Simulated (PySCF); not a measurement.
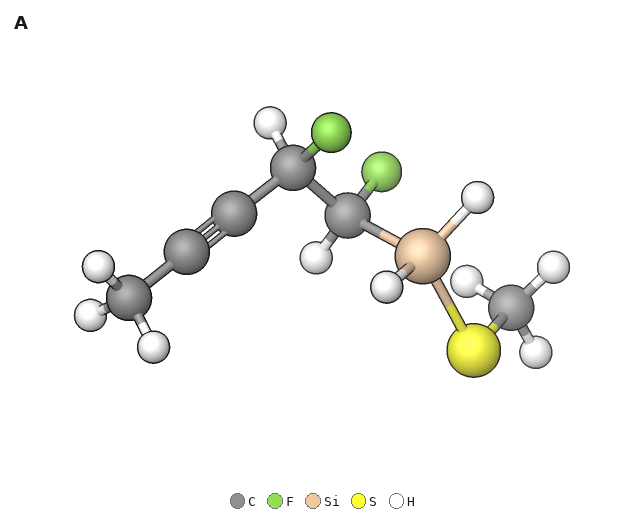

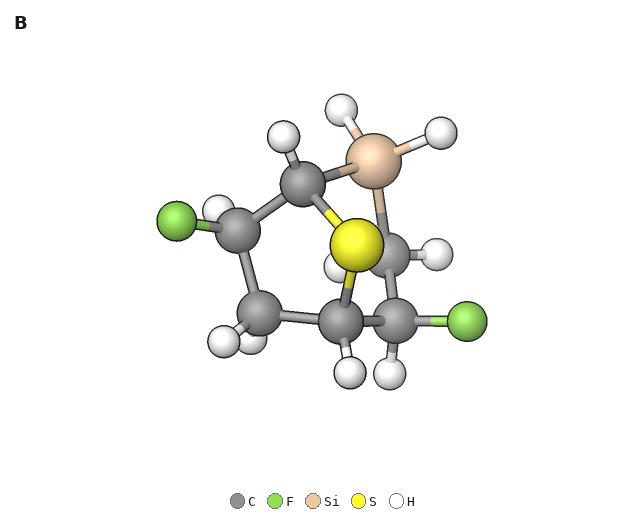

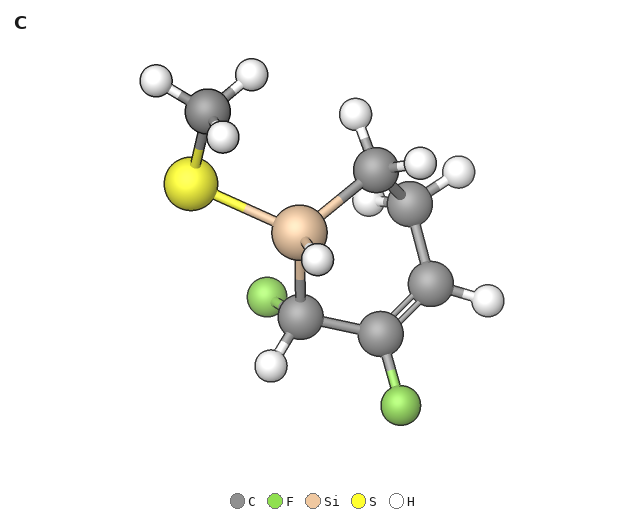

3 stationary structures of one formula. Geometries: GFN2-xTB. Electronic energies: PBE0/pcSseg-1 (PySCF 2.14.0), without zero-point energy. No frequency run is at hand to confirm each as a minimum. Each is one conformer, not always the lowest.

### Are they conformers, stereoisomers or constitutional isomers?

They are constitutional isomers of C6H10F2SSi: A `CC#C[C@@H](F)[C@@H](F)[SiH2]SC`, B `F[C@@H]1C[SiH2][C@@H]2S[C@H]1C[C@H]2F`, C `CS[Si@@H]1CCC=C(F)[C@@H]1F`.

### Rank them by energy, lowest first.

B is lowest; C lies 0.211 eV above it, A lies 1.806 eV above it.

The geometry is semi-empirical. Around Si such bond lengths and angles can be off by a tenth of an ångström or more and by several degrees, and values that hang on the shape move with them.
